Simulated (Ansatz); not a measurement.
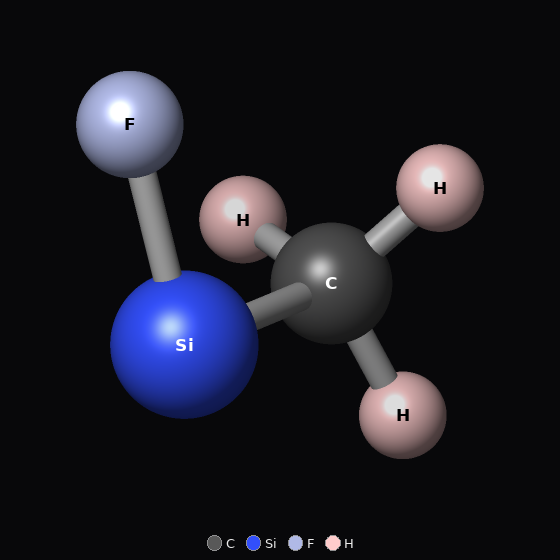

Geometry: moved along internal coordinates away from the minimum. Properties computed with RHF-CCSD(T), frozen core/def2-TZVPP (Ansatz 0.2.0).

Predict the main results.

The species is CH3FSi (`C[Si]F`).
- T1 diagnostic: 0.014
